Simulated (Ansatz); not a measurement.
# TaSiH4: the cost of one run

Method: DFT PBE, scalar-relativistic, plane waves, PAW, in Ansatz 0.2.0.

### Step 1. Starting point

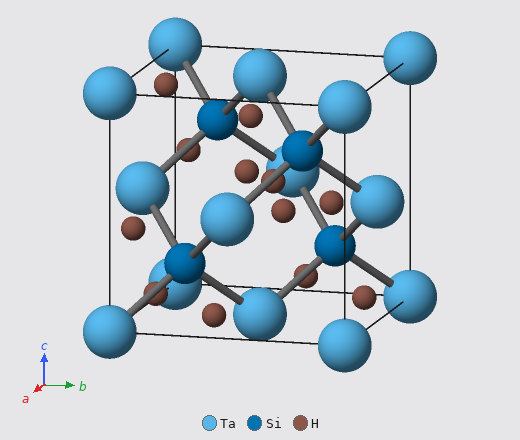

Start, viewed slightly off an axis; tantalum blue, silicon blue, hydrogen brown. Atoms on the faces are drawn again on the opposite ones. The cell drawn here is the conventional one.

Coordinates:

```cif
data_structure
_symmetry_space_group_name_H-M 'F-43m'
_symmetry_Int_Tables_number 216
_cell_length_a 6.0020
_cell_length_b 6.0020
_cell_length_c 6.0020
_cell_angle_alpha 90.000
_cell_angle_beta 90.000
_cell_angle_gamma 90.000
_cell_volume 216.21
loop_
_atom_site_label
_atom_site_type_symbol
_atom_site_symmetry_multiplicity
_atom_site_Wyckoff_symbol
_atom_site_fract_x
_atom_site_fract_y
_atom_site_fract_z
_atom_site_occupancy
Ta1 Ta 4 a 0.00000 0.00000 0.00000 1
Si1 Si 4 d 0.25000 0.25000 0.75000 1
H1 H 16 e 0.42198 0.07802 0.92198 1
```

A structure generator made this guess: random cell by space group and Wyckoff sites (F-43m, No. 216). The dimensions are guesses.

### Step 2. Probe: one point on a coarse mesh

Input file input.yaml:

```yaml
crystal:
  lattice:
    - [0.0, 3.0009775, 3.0009775]
    - [3.0009775, 0.0, 3.0009775]
    - [3.0009775, 3.0009775, 0.0]
  atoms:
    - { symbol: Ta, position: [0.0, 0.0, 0.0] }
    - { symbol: Si, position: [0.25, 0.25, 0.25] }
    - { symbol: H, position: [0.42197632, 0.42197632, 0.42197632] }
    - { symbol: H, position: [0.42197632, 0.42197632, 0.73407104] }
    - { symbol: H, position: [0.42197632, 0.73407104, 0.42197632] }
    - { symbol: H, position: [0.73407104, 0.42197632, 0.42197632] }
basis:
  ecutwfc: 420
kpoints:
  mp_grid: { grid: [6, 6, 6] }
hamiltonian:
  xc: pbe
scf:
  occupations: { method: gaussian, width: 0.1 }
  lower_state_search: "off"
output:
  forces: true
  stress: true
  eigenvalues: true
```

Started as:

```
$ ansatz run input.yaml --threads 1 --pin off --max-ram 2048MiB --backend cpu --events-out ev --progress --plain --runs-dir out
```

**Question.** How long does this run take on 1 thread of Arm Neoverse V2, shared host, and how much memory does it need?

About 1.5 s, with a peak of 0.29 GiB.
